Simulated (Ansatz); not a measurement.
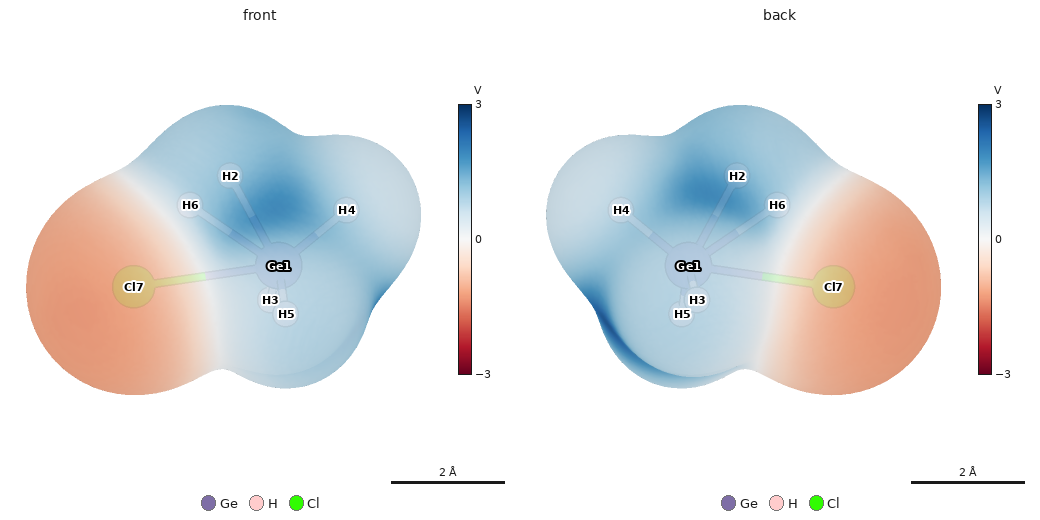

Figure. ClGeH₅. The molecular electrostatic potential painted on the density surface at 0.002 e/bohr³, seen from the front and from behind; the colour scale runs from red (negative) to blue (positive).

A transition-state structure; geometry: PBE0-D4/def2-TZVP.

The calculation used RKS PBE0-D4/def2-TZVPP (Ansatz).

```xyz
7

Ge   -0.3780    0.4638   -0.1303
H     0.1116   -0.7254    1.1744
H    -1.2079   -0.1229   -1.2639
H    -1.3442    0.8771    1.0141
H     0.6049    1.6039   -0.3586
H     0.6785   -0.9972    0.5514
Cl    1.5352   -1.0994   -0.9870
```

Describe the electrostatic potential map.

Answer. The most negative region (about −1.3 V, or −30 kcal/mol for a unit charge) lies over Cl7, the most positive (about +2.4 V, or +55 kcal/mol for a unit charge) over Ge1.
